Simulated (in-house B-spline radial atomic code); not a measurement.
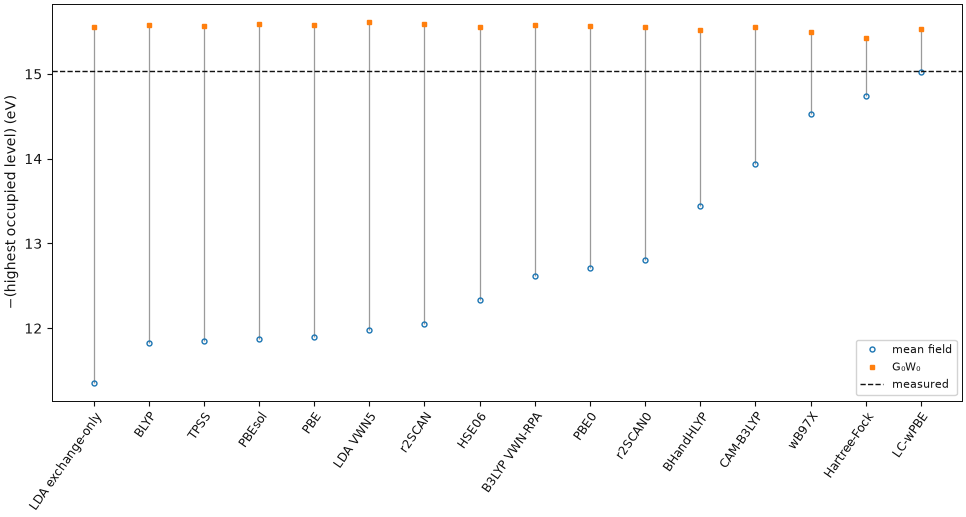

Binding energy of the highest level (3s↑) of an atom or ion with the configuration [Ne] 3s, on 16 mean-field starts and after G₀W₀. All-electron spherical atom, non-relativistic, no spin-orbit coupling, Breit or QED terms; computed with a B-spline radial code.

Which atom or ion is it?

Mg⁺. The mean-field values spread from 11.36 eV (LDA exchange-only) to 15.02 eV (LC-wPBE); after G₀W₀ they lie between 15.42 eV (Hartree-Fock) and 15.61 eV (LDA VWN5), so the spread shrinks from 3.66 to 0.19 eV. The measured removal energy is 15.04 eV; the nearest G₀W₀ value is that on Hartree-Fock (15.42 eV).
